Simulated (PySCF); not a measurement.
```xyz
22

C    -3.1360    1.1853   -0.3357
C    -2.1688    0.0703   -0.7124
C    -0.9161    0.1047    0.1596
C     0.0578   -0.9979   -0.2140
S     1.5265   -0.9279    0.8776
C     2.7647   -1.6619   -0.2205
Al    2.2242    1.3411    0.2167
H    -2.6619    2.1555   -0.4611
H    -3.4451    1.0860    0.7022
H    -4.0227    1.1498   -0.9637
H    -1.8806    0.1756   -1.7605
H    -2.6629   -0.8977   -0.5975
H    -0.4086    1.0703    0.0361
H    -1.1925    0.0036    1.2114
H     0.4074   -0.8697   -1.2389
H    -0.3891   -1.9862   -0.0972
H     3.0189   -0.9516   -1.0110
H     2.3686   -2.5840   -0.6345
H     3.6421   -1.8719    0.3834
H     1.3698    2.1480    1.2502
H     3.7467    1.0856    0.4902
H     1.7472    1.1925   -1.2824
```

Geometry: GFN2-xTB.

Computed with PBE0/pcSseg-1, SCF density, gas phase, non-relativistic (PySCF 2.14.0).

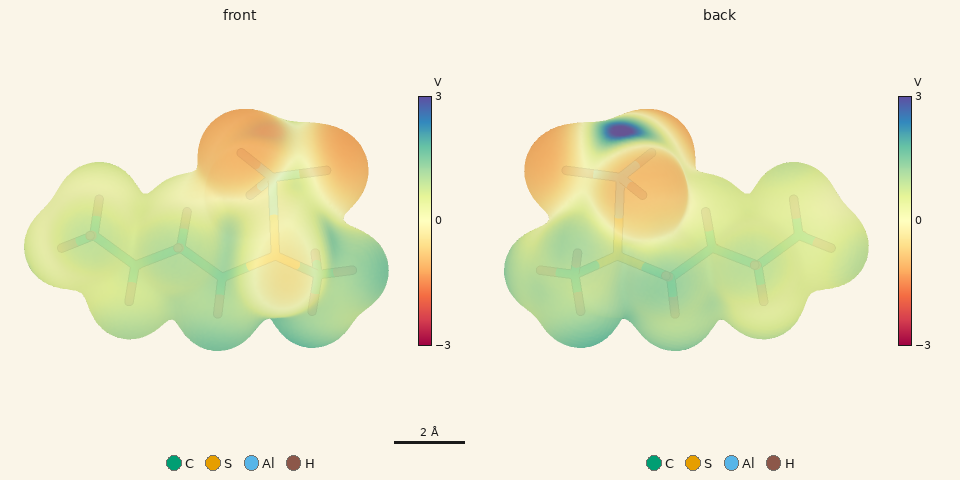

C$_{5}$H$_{15}$AlS. The molecular electrostatic potential painted on the density surface at 0.004 e/bohr³, seen from the front and from behind; red is negative and blue positive.

Describe the electrostatic potential map.

Answer. The most negative region (about −1.2 V, or −28 kcal/mol for a unit charge) lies over H20 and H21, the most positive (about +2.7 V, or +62 kcal/mol for a unit charge) over Al7.

How polar is the molecule by this calculation?

Answer. Its dipole moment is 4.07 D.
